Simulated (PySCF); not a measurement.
C₃H₆FOSi (SMILES F/C=C/CO[SiH2]) (doublet)

```yaml
atoms:
  - { symbol: F, position_ang: [3.3035, 0.2039, 0.8388] }
  - { symbol: C, position_ang: [1.9703, 0.2510, 0.6808] }
  - { symbol: C, position_ang: [1.3551, -0.4722, -0.2333] }
  - { symbol: C, position_ang: [-0.1252, -0.4468, -0.4359] }
  - { symbol: O, position_ang: [-0.7474, 0.4316, 0.4600] }
  - { symbol: Si, position_ang: [-2.3245, 0.7807, 0.6073] }
  - { symbol: H, position_ang: [1.4961, 0.9299, 1.3719] }
  - { symbol: H, position_ang: [1.9108, -1.1289, -0.8862] }
  - { symbol: H, position_ang: [-0.5261, -1.4622, -0.3029] }
  - { symbol: H, position_ang: [-0.3437, -0.1423, -1.4698] }
  - { symbol: H, position_ang: [-3.1100, -0.3768, 1.0137] }
  - { symbol: H, position_ang: [-2.8577, 1.4314, -0.5821] }
```

Geometry: GFN2-xTB.

Method: UKS B3LYP, pcH-1 on C F H O Si, non-relativistic, mean-field spin-orbit, GIAO in PySCF 2.14.0, density-fitted response routines.

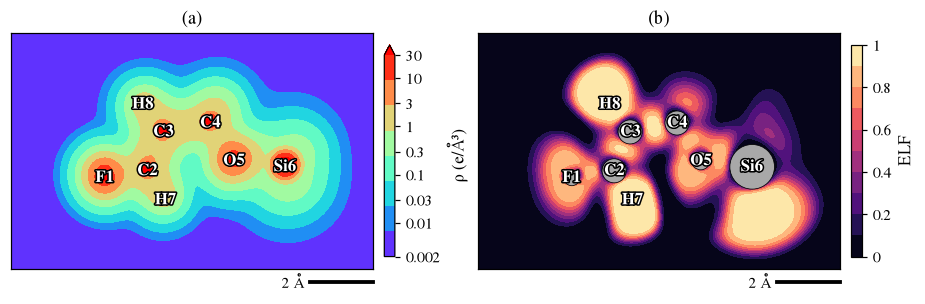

Figure 1. (a) total electron density; (b) electron localisation function on the plane of atoms C2, C3 and C4. Grey discs cover the atomic cores in the ELF map.

**Read the bonding off the picture.**

Atoms in the plane: F, C, O, Si and H.
C–C (1.32 Å): ρ at the midpoint is about 2.4 e/Å³; the ELF peaks at about 0.95 between the atoms (a multiple bond).
C–F (1.34 Å): the density is about 2.2 e/Å³ at the midpoint, with its minimum of 1.8 e/Å³ about 0.5 Å from C; the ELF peaks at about 0.85 between the atoms, as expected for a polar covalent bond.
C–O (1.40 Å): ρ is about 2.2 e/Å³ halfway; the ELF peaks at about 0.85 between the atoms (a shared but strongly polarised pair).
Si–O (1.62 Å): ρ is about 1.1 e/Å³ halfway; the ELF peaks at about 0.85 between the atoms; a short, strongly polar bond.
C–H (1.08 Å): the density is about 2 e/Å³ at the midpoint; the ELF is about 1 at the midpoint: a covalent bond by its length.
The ELF also peaks beside Si6, O5 and F1, away from the bonds: non-bonding electrons, paired or unpaired.

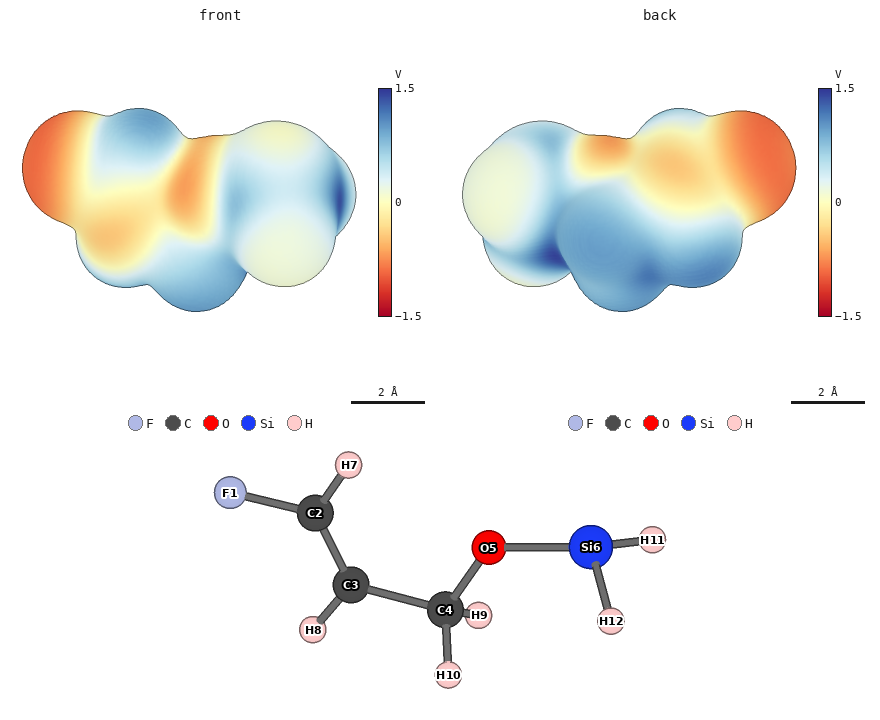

Figure 2. The electrostatic potential painted on the density surface at 0.002 e/bohr³, seen from the front and from behind; the colour scale runs from red (negative) to blue (positive). The bare structure is drawn below in the same view.

**Where is the surface potential most negative and most positive?**

The most negative region (about −0.9 V) lies over F1, the most positive (about +1.4 V) over Si6.
